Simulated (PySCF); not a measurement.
# C₄H₁₁Al (AlH2(iBu)): what the fields show

Input

```
{"job": {"kind": "nmr", "xc": "PBE0", "basis": {"default": "pcSseg-1", "Al": "pcSseg-2"}}, "charge": 0, "multiplicity": 1}
Al     0.954005     1.528128     1.259910
H      2.549049     1.521197     1.301071
H      0.213725     2.941969     1.264874
C     -0.066074    -0.163859     1.262409
C     -0.423216    -0.712687    -0.129171
C      0.828647    -1.009087    -0.948587
C     -1.354586     0.233703    -0.878928
H     -0.992646    -0.013217     1.846524
H      0.525893    -0.917041     1.814491
H     -0.963705    -1.669218     0.001726
H      1.398719    -0.084376    -1.158340
H      0.580724    -1.461928    -1.921464
H      1.506917    -1.694621    -0.417711
H     -0.869090     1.208953    -1.068378
H     -2.272213     0.435812    -0.305134
H     -1.650488    -0.177660    -1.856861
```

Command:

```sh
OMP_NUM_THREADS=1 python probes_run.py task.json out
```

Geometry: PBE0-D3(BJ)/def2-SVP.

Level of theory: PBE0/pcSseg-1 Al:pcSseg-2, SCF density, gas phase, non-relativistic in PySCF.

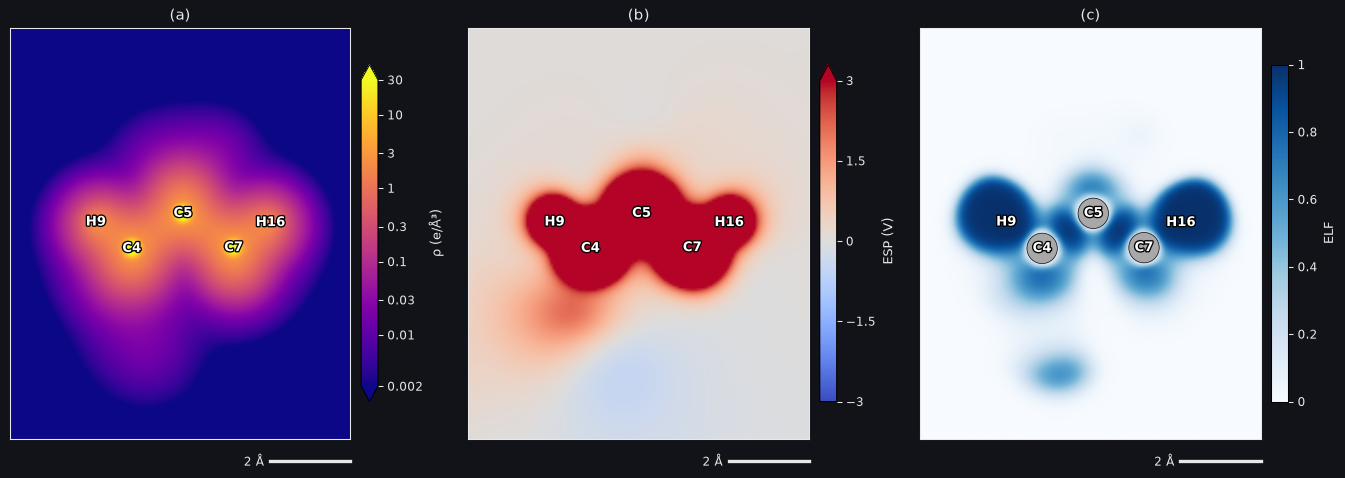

Figure 1. (a) total electron density; (b) electrostatic potential; (c) ELF on the plane of atoms C5, C4 and H9. Grey discs cover the atomic cores in the ELF map.

**Read the bonding off the picture.**

The section cuts through C and H sites.
C–C (1.52 Å): the density is about 1.6 e/Å³ at the midpoint; the ELF peaks at about 0.95 between the atoms (localised, covalent bonding).
C–H (1.11 Å): ρ at the midpoint is about 1.9 e/Å³; the ELF climbs to about 1 towards the hydrogen, as it does in any bond to H: an ordinary covalent bond to hydrogen.
Outside the dense part of the molecule the potential is most negative (−0.5 V) near H3, which lies off the plane.

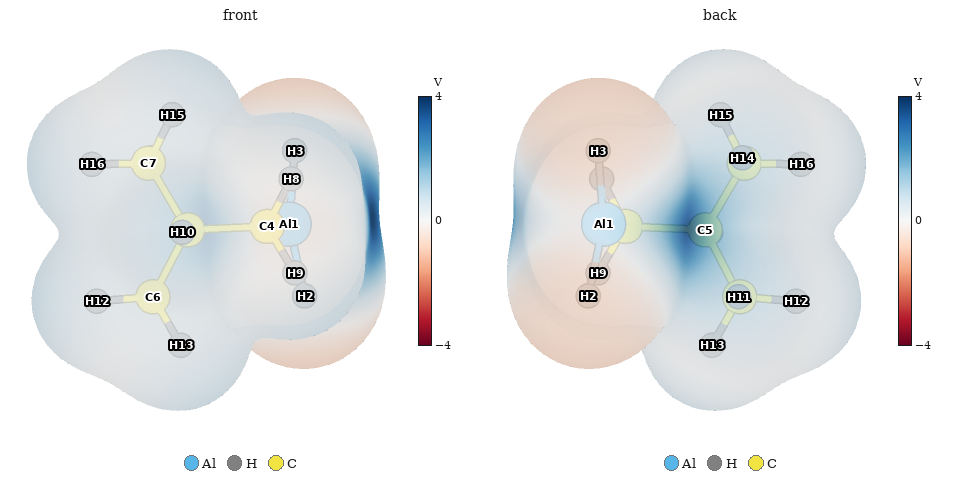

Figure 2. The molecular electrostatic potential painted on the density surface at 0.002 e/bohr³, seen from the front and from behind; red is negative and blue positive.

**Describe the electrostatic potential map.**

The most negative region (about −0.7 V) lies over H2 and H3, the most positive (about +3.6 V) over Al1.

**How polar is the molecule by this calculation?**

Its dipole moment is 1.11 D.
